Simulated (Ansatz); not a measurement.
C3H4F2: several calculations on one system

### Relaxation

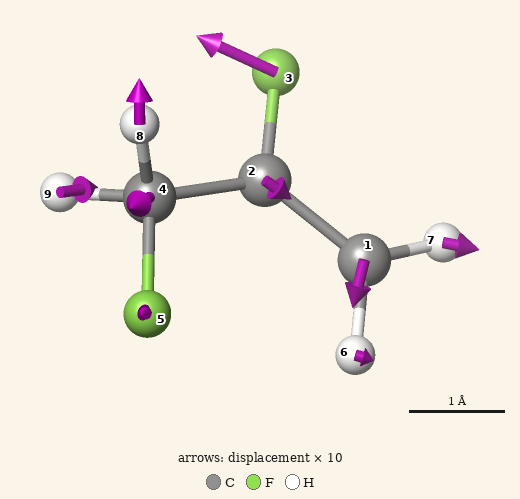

A relaxation of C$_{3}$H$_{4}$F$_{2}$ (coarse preliminary run). The starting structure is drawn; purple arrows show the displacements, magnified 10 times. The two geometries are superimposed by the best rigid fit.

The picture is a ball-and-stick view, seen at a tilt.

These are results of RKS PBE-D4/def2-SVP in Ansatz 0.2.0, not measurements.

Input file:
```yaml
crystal:
  periodic: [false, false, false]
  atoms:
    - {symbol: C, position_ang: [0.834000, -0.469500, -1.049600]}
    - {symbol: C, position_ang: [0.476300, -0.130300, 0.206300]}
    - {symbol: F, position_ang: [1.419600, -0.287600, 1.120800]}
    - {symbol: C, position_ang: [-0.778200, 0.379000, 0.669300]}
    - {symbol: F, position_ang: [-1.740300, 0.481300, -0.369900]}
    - {symbol: H, position_ang: [0.055300, -0.303100, -1.858500]}
    - {symbol: H, position_ang: [1.804000, -0.777300, -1.314500]}
    - {symbol: H, position_ang: [-1.239400, -0.307500, 1.397500]}
    - {symbol: H, position_ang: [-0.742700, 1.368800, 1.181500]}
basis:
  gaussian: {orbitals: def2-SVP}
hamiltonian: {xc: pbe, dispersion: d4}
relax: {f_tol: 0.03, max_steps: 250}
```

Atoms of which element are displaced furthest, and by how much?

Answer. Fluorine: up to 0.095 Å, against 0.056 Å for hydrogen.

What happened in the run?

Answer. The optimiser took 6 steps. The largest move after the best rigid fit is that of F3, 0.095 Å. Largest moves by element: F 0.095 Å, H 0.056 Å, C 0.054 Å. Some distances before and after: C2–C4 1.431 → 1.504 Å, C1–H7 1.052 → 1.098 Å, C4–F5 1.420 → 1.377 Å, C1–H6 1.135 → 1.097 Å. Among the angles between lasting bonds that change: C1–C2–F3 115.1° → 122.4°, C2–C4–H9 115.9° → 109.4°, F3–C2–C4 116.3° → 110.6°. The run took of the order of 20 core-seconds on a shared host.

### Relaxation

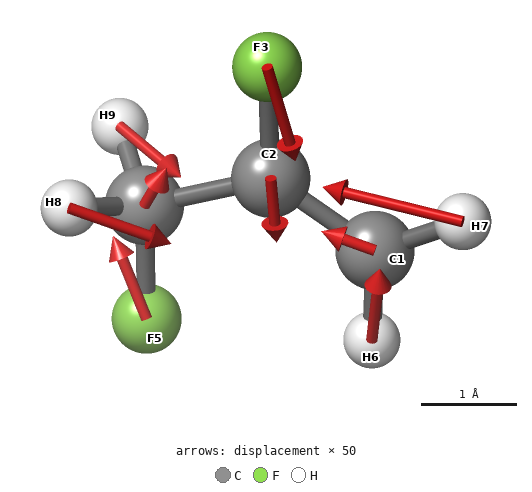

This is a relaxation of C$_{3}$H$_{4}$F$_{2}$. The starting structure is drawn; red arrows show the displacements, 50 times their true length. The two geometries are superimposed by the best rigid fit.

The picture is a ball-and-stick view, seen at a tilt.

These are results of RKS PBE0-D4/def2-TZVP (Ansatz 0.2.0), not measurements. Settings: force threshold 0.005 eV/Å; at most 200 steps.

What did the optimiser do to the structure, and how much energy did it gain?

Over 6 geometry steps the energy falls by 1.09 kcal/mol. Largest force component: 0.87 eV/Å at the start, 0.0018 eV/Å at the end. The atom that moves furthest after the best rigid fit is an H atom (0.031 Å). Largest moves by element: H 0.031 Å, F 0.025 Å, C 0.016 Å. Among the contacts that change: C–C 1.337 → 1.316 Å, C–H 1.115 → 1.096 Å, C–H 1.098 → 1.081 Å, C–C 1.504 → 1.490 Å. The run took of the order of 60 core-seconds on a shared host.

### A change

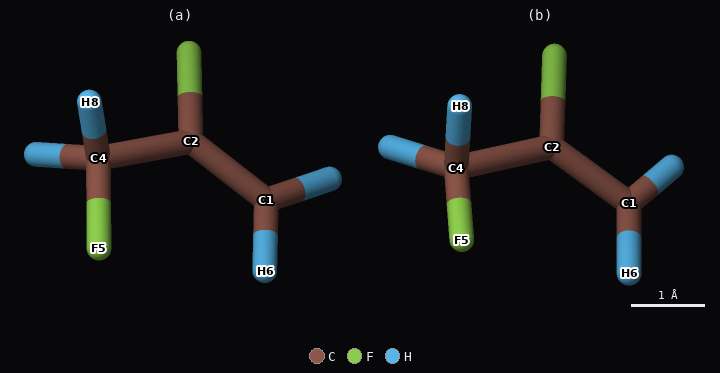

Left: C3H4F2. Right: the same structure after one change, at the same scale. A stick model, seen at a tilt.

Computed with RKS wB97M-V/def2-TZVPP (Ansatz). 

**What was changed?**

All atoms are moved at random (σ = 0.12 Å) from the PBE0-D4/def2-TZVP minimum.

**And its effect?**

Energy change: +5.367 eV. The largest force is 25 eV/Å, on a C atom. The forces point partly back along the displacements (cosine −0.49). At other levels of theory the same distortion costs 5.320 eV (RKS PBE-D4/def2-TZVPP), 5.300 eV (RKS r2SCAN-D4/def2-TZVPP), 5.309 eV (RKS PBE0-D4/def2-TZVPP), 5.396 eV (RHF-CCSD(T), frozen core/def2-TZVPP). Near-neighbour distances before and after: C–H 1.081 → 0.809 to 1.241 Å, C–F 1.370 → 1.126 Å, C–H 1.096 → 1.187 to 1.191 Å, C–C 1.490 → 1.557 Å. Bond angles that change, for instance: C–C–H 120.9° → 106.0°, F–C–H 108.9° → 123.2°.

### Distortion

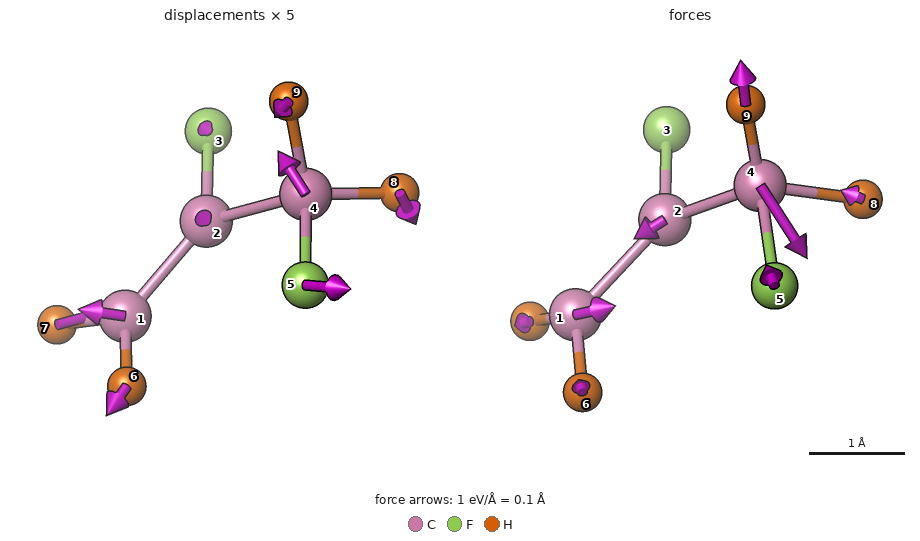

Left: C₃H₄F₂, with purple arrows for the displacements applied to it. Right: the displaced structure with the computed forces. The picture is a ball-and-stick view, seen from a free direction.

Theory: RKS PBE0-D4/def2-TZVPP in Ansatz 0.2.0. 

**Describe the distortion and the response.**

All atoms are moved at random (σ = 0.09 Å) from the PBE0-D4/def2-TZVP minimum. It costs 120.5 kJ/mol. The largest force is 9.3 eV/Å, on C4. The forces point partly back along the displacements (cosine −0.57). At other levels of theory the same distortion costs 104.6 kJ/mol (RKS PBE-D4/def2-TZVPP), 111.8 kJ/mol (RKS r2SCAN-D4/def2-TZVPP), 118.0 kJ/mol (RKS wB97M-V/def2-TZVPP), 114.4 kJ/mol (RHF-CCSD(T), frozen core/def2-TZVPP). Some distances before and after: C4–F5 1.370 → 1.535 Å, C4–H9 1.096 → 0.974 Å, C4–H8 1.096 → 1.205 Å, C1–H6 1.080 → 1.147 Å. Bond angles that change, for instance: F5–C4–H8 108.9° → 97.5°, H8–C4–H9 108.4° → 116.1°.

### Distortion

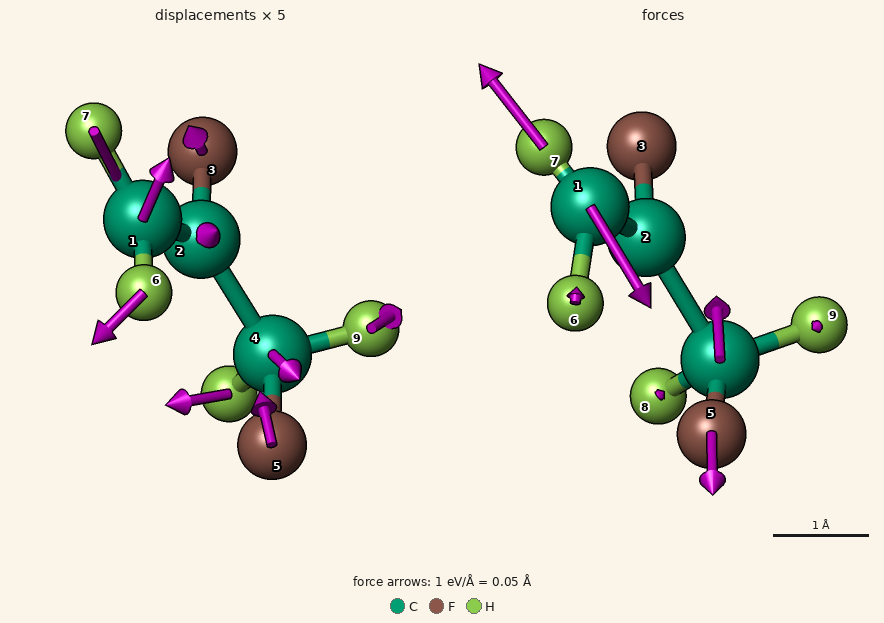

Left: C3H4F2, with purple arrows for the displacements applied to it. Right: the displaced structure with the computed forces. The picture is a ball-and-stick view, seen from a free direction.

Theory: RKS wB97M-V/def2-TZVPP (Ansatz). 

Question: How do the forces relate to the distortion?

Answer: All atoms are moved at random (σ = 0.12 Å) from the PBE0-D4/def2-TZVP minimum. Energy change: +517.8 kJ/mol. The largest force is 25 eV/Å, on C1. The forces point partly back along the displacements (cosine −0.49). At other levels of theory the same distortion costs 513.3 kJ/mol (RKS PBE-D4/def2-TZVPP), 511.3 kJ/mol (RKS r2SCAN-D4/def2-TZVPP), 512.2 kJ/mol (RKS PBE0-D4/def2-TZVPP), 520.6 kJ/mol (RHF-CCSD(T), frozen core/def2-TZVPP). Some distances before and after: C1–H7 1.081 → 0.809 Å, C4–F5 1.370 → 1.126 Å, C1–H6 1.080 → 1.241 Å, C4–H9 1.096 → 1.191 Å. Bond angles that change, for instance: C2–C1–H7 120.9° → 106.0°, F5–C4–H9 108.9° → 123.2°.
